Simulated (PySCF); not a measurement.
C₁₀H₈OS, SMILES c1ccc(Oc2cccs2)cc1 at its GFN2-xTB optimised geometry (Å):

```
20

C     -0.6975    -3.5412     0.0000
C     -1.3836    -2.3399    -0.0123
C     -0.6982    -1.1378    -0.0173
C      0.6902    -1.1435    -0.0024
O      1.4520     0.0029    -0.0397
C      0.9504     1.1712     0.4075
C      1.1350     2.3879    -0.1718
C      0.5975     3.4433     0.6011
C      0.0151     3.0181     1.7466
S      0.1172     1.3073     1.9389
C      1.3848    -2.3488     0.0000
C      0.6882    -3.5412     0.0000
H     -1.2395    -4.4746     0.0044
H     -2.4632    -2.3318    -0.0233
H     -1.2391    -0.2034    -0.0437
H      1.6340     2.5164    -1.1142
H      0.6396     4.4750     0.3017
H     -0.4762     3.5949     2.5041
H      2.4632    -2.3274     0.0004
H      1.2303    -4.4750     0.0040
```

Calculation: CAM-B3LYP/def2-SVP (PySCF 2.14.0). Cells within 0.4 Å of a nucleus heavier than hydrogen are left out (blank, or x).

Map of the electron localisation function on the plane z = 0.0 Å:

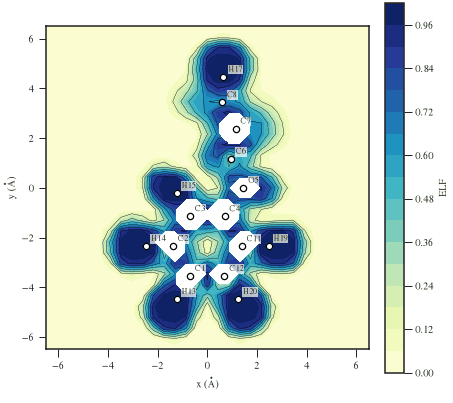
Fig. 1. Electron localisation function on the plane z = 0.0 Å.
